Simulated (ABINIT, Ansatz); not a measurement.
## A GW chain in ABINIT: CdF2 (Fm-3m)

Wanted: ground state, empty states, screening and self-energy for CdF2 (Fm-3m).

Main program and level: ABINIT 10.8.3; PBE and many-body steps on it, plane waves.

## Step 1: Starting point

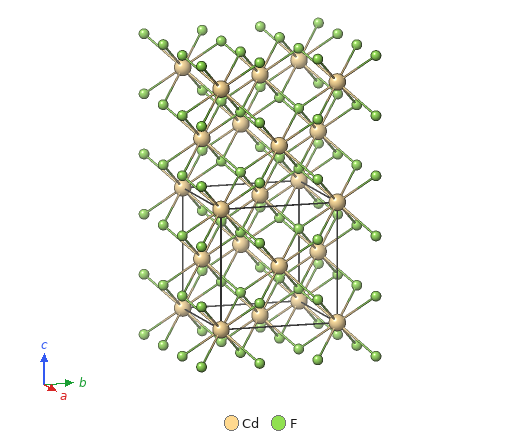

Start, viewed slightly off an axis; cadmium orange, fluorine green. 1×1×2 cells are drawn. This picture shows the conventional cell, with its axes. Some periodic images of atoms are drawn too.

The cell and positions come from the Crystallography Open Database and are kept as given unless a step says otherwise.

## Step 2: Ground state

This step: ABINIT 10.8.3; DFT, PBE, plane waves, norm-conserving pseudopotentials.

The ground-state density comes first.

run.abi

```
acell 3*1.0 Angstrom
rprim 
  0.000000000000 2.694000000000 2.694000000000
  2.694000000000 -0.000000000000 2.694000000000
  2.694000000000 2.694000000000 -0.000000000000
ntypat 2
znucl 48 9
natom 3
typat 1 2 2
xred 
  0.000000000000 0.000000000000 0.000000000000
  0.250000000000 0.250000000000 0.250000000000
  0.750000000000 0.750000000000 0.750000000000
pp_dirpath "pseudos"
pseudos "Cd.upf, F.upf"
ecut 47
ngkpt 6 6 6
nshiftk 1
shiftk 0 0 0
kptopt 1
chksymbreak 0
nband 22
occopt 1
tolvrs 1e-10
nstep 60
prtwf 0
optforces 0
optstress 0
indata_prefix "in"
outdata_prefix "out"
tmpdata_prefix "tmp"
```

Command:

```console
$ OMP_NUM_THREADS=1 mpirun -n 8 abinit run.abi > log
```

Numbers of over 12 decimals in the logs are rounded to 6 here.

What it wrote:

```text
.Version 10.8.3 of ABINIT. v10.8.2 released Aug 2026.

 Symmetries : space group Fm -3 m (#225); Bravais cF (face-center cubic)
================================================================================
 Values of the parameters that define the memory need of the present run
     intxc =       0    ionmov =       0      iscf =       7    lmnmax =       6
     lnmax =       6     mgfft =      48  mpssoang =       3    mqgrid =    3001
     natom =       3  nloc_mem =       1    nspden =       1   nspinor =       1
    nsppol =       1      nsym =      48    n1xccc =    2501    ntypat =       2
    occopt =       1   xclevel =       2
-    mband =          22        mffmem =           1         mkmem =           2
       mpw =        4087          nfft =      110592          nkpt =          16
================================================================================
  Rough estimation (10% accuracy) of disk space for files :
================================================================================

--------------------------------------------------------------------------------
------------- Echo of variables that govern the present computation ------------
--------------------------------------------------------------------------------
 -outvars: echo values of preprocessed input variables --------
            acell      1.8897261259E+00  1.8897261259E+00  1.8897261259E+00 Bohr

      chksymbreak           0
             ecut      4.70000000E+01 Hartree
-          fftalg         312

              ixc     -101130
              kpt      0.00000000E+00  0.00000000E+00  0.00000000E+00
                       1.66666667E-01  0.00000000E+00  0.00000000E+00
                       3.33333333E-01  0.00000000E+00  0.00000000E+00
                       5.00000000E-01  0.00000000E+00  0.00000000E+00
                       1.66666667E-01  1.66666667E-01  0.00000000E+00
                       3.33333333E-01  1.66666667E-01  0.00000000E+00
                       5.00000000E-01  1.66666667E-01  0.00000000E+00
                      -3.33333333E-01  1.66666667E-01  0.00000000E+00
                      -1.66666667E-01  1.66666667E-01  0.00000000E+00
   [... 5 further rows ...]
                      -3.33333333E-01  3.33333333E-01  1.66666667E-01
                      -3.33333333E-01  5.00000000E-01  1.66666667E-01
         kptrlatt        6    0    0      0    6    0      0    0    6
          kptrlen      4.31979072E+01
P           mkmem           2
            natom           3
            nband          22
            ngfft          48      48      48
             nkpt          16
            nstep          60
             nsym          48
           ntypat           2
              occ      2.000000  2.000000  2.000000  2.000000  2.000000  2.000000
                       2.000000  2.000000  2.000000  2.000000  2.000000  2.000000
                       2.000000  2.000000  2.000000  2.000000  2.000000  0.000000
                       0.000000  0.000000  0.000000  0.000000
        optforces           0
        optstress           0
            prtwf           0
            rprim      0.0000000000E+00  2.6940000000E+00  2.6940000000E+00
[...]
spgroup         225

           tolvrs      1.00000000E-10

             xred      0.0000000000E+00  0.0000000000E+00  0.0000000000E+00
[...]
znucl       48.00000    9.00000

================================================================================

 chkinp: Checking input parameters for consistency.

================================================================================
== DATASET  1 ==================================================================
-   mpi_nproc: 8, omp_nthreads: 1 (-1 if OMP is not activated)

--- !DatasetInfo
iteration_state: {dtset: 1, }
dimensions: {natom: 3, nkpt: 16, mband: 22, nsppol: 1, nspinor: 1, nspden: 1, mpw: 4087, }
cutoff_energies: {ecut:  47.0, pawecutdg:  -1.0, }
electrons: {nelect:   3.40000000E+01, charge:   0.00000000E+00, occopt:   1.00000000E+00, tsmear:   1.00000000E-02, }

 Real(R)+Recip(G) space primitive vectors, cartesian coordinates (Bohr,Bohr^-1):
 R(1)=  0.0000000  5.0909222  5.0909222  G(1)= -0.0982140  0.0982140  0.0982140
 R(2)=  5.0909222  0.0000000  5.0909222  G(2)=  0.0982140 -0.0982140  0.0982140
 R(3)=  5.0909222  5.0909222  0.0000000  G(3)=  0.0982140  0.0982140 -0.0982140
 Unit cell volume ucvol=  2.6388784E+02 bohr^3
 Angles (23,13,12)=  6.00000000E+01  6.00000000E+01  6.00000000E+01 degrees

 getcut: wavevector=  0.0000  0.0000  0.0000  ngfft=  48  48  48
         ecut(hartree)=     47.000   => boxcut(ratio)=   2.16031

--- Pseudopotential description ------------------------------------------------
- Cd Generated using ONCVPSP code by D. R. Hamann
- 48.00000  20.00000  171031                  znucl, zion, pspdat
12 -101130 2 -1 1368                          pspcod,pspxc,lmax,lloc,mmax
     nproj     2     2     2
  pspatm : epsatm=   23.16453630
         --- l  ekb(1:nproj) -->
[...]
pspatm: atomic psp has been read  and splines computed

- F Generated using ONCVPSP code by D. R. Hamann
-  9.00000   7.00000  171031                  znucl, zion, pspdat
12 -101130 2 -1 832                           pspcod,pspxc,lmax,lloc,mmax
     nproj     2     2     1
  pspatm : epsatm=    4.87625608
         --- l  ekb(1:nproj) -->
[...]
2   -2.441503
 pspatm: atomic psp has been read  and splines computed

   1.11917965E+03                                ecore*ucvol(ha*bohr**3)
--------------------------------------------------------------------------------

_setup2: Arith. and geom. avg. npw (full set) are    4061.921    4061.898

================================================================================

--- !BeginCycle
iteration_state: {dtset: 1, }
solver: {iscf: 7, nstep: 60, nline: 4, wfoptalg: 0, }
tolerances: {tolvrs: 1.00E-10, }

     iter   Etot(hartree)      deltaE(h)  residm     vres2
 ETOT  1  -223.63176735040    -2.236E+02 2.725E+00 1.413E+03
 ETOT  2  -224.50298913281    -8.712E-01 8.319E-02 1.678E+03
 ETOT  3  -224.70679396403    -2.038E-01 3.108E-03 4.979E+01
 ETOT  4  -224.71139101455    -4.597E-03 5.150E-04 1.998E+01
 ETOT  5  -224.71229993558    -9.089E-04 1.976E-04 4.881E+00
 ETOT  6  -224.71308530075    -7.854E-04 9.652E-05 3.119E-02
 ETOT  7  -224.71308873447    -3.434E-06 2.095E-04 9.655E-04
 ETOT  8  -224.71308867840     5.607E-08 9.632E-05 7.982E-04
 ETOT  9  -224.71308878465    -1.063E-07 1.016E-04 4.573E-07
 ETOT 10  -224.71308878471    -6.062E-11 9.904E-05 1.592E-08
 ETOT 11  -224.71308878473    -1.879E-11 2.072E-04 9.242E-11

 At SCF step   11       vres2   =  9.24E-11 < tolvrs=  1.00E-10 =>converged.

--- !ResultsGS
iteration_state: {dtset: 1, }
comment   : Summary of ground state results
lattice_vectors:
- [  0.0000000,   5.0909222,   5.0909222, ]
- [  5.0909222,  -0.0000000,   5.0909222, ]
- [  5.0909222,   5.0909222,  -0.0000000, ]
lattice_lengths: [   7.19965,    7.19965,    7.19965, ]
lattice_angles: [ 60.000,  60.000,  60.000, ] # degrees, (23, 13, 12)
lattice_volume:   2.6388784E+02
convergence: {deltae: -1.879E-11, res2:  9.242E-11, residm:  2.072E-04, diffor:  0.000E+00, }
etotal    :  -2.24713089E+02
entropy   :   0.00000000E+00
fermie    :   1.14494563E-01
cartesian_stress_tensor: null
pressure_GPa: null
xred      :
- [  0.0000E+00,   0.0000E+00,   0.0000E+00, Cd]
- [  2.5000E-01,   2.5000E-01,   2.5000E-01,  F]
- [  7.5000E-01,   7.5000E-01,   7.5000E-01,  F]
cartesian_forces: null
force_length_stats: {min: null, max: null, mean: null, }

 Integrated electronic density in atomic spheres:
 ------------------------------------------------
 Atom  Sphere_radius  Integrated_density
[...]
2        2.00000          7.04110802
    3        2.00000          7.04110802
================================================================================

 ----iterations are completed or convergence reached----

 Mean square residual over all n,k,spin=   79.257E-08; max=  20.720E-05
 reduced coordinates (array xred) for    3 atoms
       0.000000000000      0.000000000000      0.000000000000
       0.250000000000      0.250000000000      0.250000000000
       0.750000000000      0.750000000000      0.750000000000
 rms dE/dt=  0.0000E+00; max dE/dt=  0.0000E+00; dE/dt below (all hartree)
    1       0.000000000000      0.000000000000      0.000000000000
    2       0.000000000000      0.000000000000      0.000000000000
    3       0.000000000000      0.000000000000      0.000000000000

 cartesian coordinates (angstrom) at end:
    1      0.000000     0.000000     0.000000
    2      1.347000     1.347000     1.347000
    3      4.041000     4.041000     4.041000
 length scales=  1.889726125908  1.889726125908  1.889726125908 bohr
              =  1.000000000000  1.000000000000  1.000000000000 angstroms
 prteigrs : about to open file out_EIG
 Fermi (or HOMO) energy (hartree) =   0.11449   Average Vxc (hartree)=  -0.39118
 Eigenvalues (hartree) for nkpt=  16  k points:
 kpt#   1, nband= 22, wtk=  0.00463, kpt=  0.0000  0.0000  0.0000 (reduced coord)
  -3.50241   -2.07272   -2.07272   -2.07272   -0.64666   -0.60621   -0.09030   -0.09030
  -0.09030   -0.04620   -0.04620    0.07948    0.07948    0.07948    0.09700    0.09700
   0.09700    0.23002    0.58342    0.58342    0.58342    0.76535
 prteigrs : prtvol=0 or 1, do not print more k-points.

--- !EnergyTerms
iteration_state     : {dtset: 1, }
comment             : Components of total free energy in Hartree
kinetic             :  9.42038521650966E+01
hartree             :  6.59542414518827E+01
xc                  : -3.53695288897597E+01
Ewald energy        : -1.39421659606732E+02
psp_core            :  4.24111874353286E+00
local_psp           : -2.13304577453319E+02
non_local_psp       : -1.01653519543300E+00
total_energy        : -2.24713088784732E+02
total_energy_eV     : -6.11475465344876E+03
band_energy         : -2.17913730641866E+01

== END DATASET(S) ==============================================================
================================================================================

 -outvars: echo values of variables after computation  --------
           etotal     -2.2471308878E+02
            nband          22
             nkpt          16
          spgroup         225
 [... the other variables as echoed above ...]

 Calculation completed.
```

Run time: 7.8 s. Hardware: 8 MPI ranks of Arm Neoverse V2, shared host; peak memory 0.66 GiB; 61 s of CPU time.

This step gave:

| Quantity | Value |
| --- | --- |
| total energy | -6114.7547 eV |
| gap | 3.144 eV |
| k of the valence top | -0.3333, 0.5, 0.1667 |
| k of the conduction bottom | 0, 0, 0 |
| least direct gap | 3.620 eV |

The gap is indirect, with the least direct gap 0.48 eV higher.

(Part 1 of 3 ends here.)

[Paths, hosts, dates, memory and timing lines, banners, echoed tables and standing remarks are left out of the program output.]

[Logs are printed without paths, hosts, clocks, repeated set-up lines and the standing remarks that a program may print on its own settings, such as how far it seeks lower states.]

[Runs of the session that timed out or met a known fault of the program may be left out.]

[Hosts, paths, dates, database ids (printed as entryN), source tags and the programs' standing remarks are cut or masked in the printed files.]

[G0W0 gaps are taken among the corrected bands and points alone; a level outside them can change the order at an edge.]

[Where Ansatz stands beside ABINIT at settings called matched, ABINIT's density can come from a denser mesh and the files from another edition; pairs whose starting gaps differed by over 0.03 eV were left out, so agreement reads better than it is.]
